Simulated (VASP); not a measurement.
Band structure of BaSrO$_{2}$ (space group P4/mmm). All values below come from LDA (Ceperley-Alder, Perdew-Zunger), VASP's LDA PAW potentials (set 64) (plane waves; VASP).

Unless said otherwise, spin-orbit coupling is left out, though it shifts the bands of the heavy elements here.

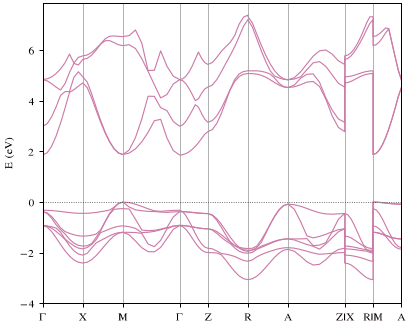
Fig. 1. Bands along high-symmetry lines, zero at the valence-band maximum or, without a gap, the Fermi level

Problem. Read the plot: is there a gap, and where are the band edges?

Solution. The gap is indirect, 1.86 eV, from the valence maximum at M to the conduction minimum at Γ. (Edges off the drawn lines would not show.)

The structure comes from a computed database's BaSrO2 entry (P4/mmm); how it stands against other phases isn't given here. It was relaxed first, which changed the volume by -7 %.
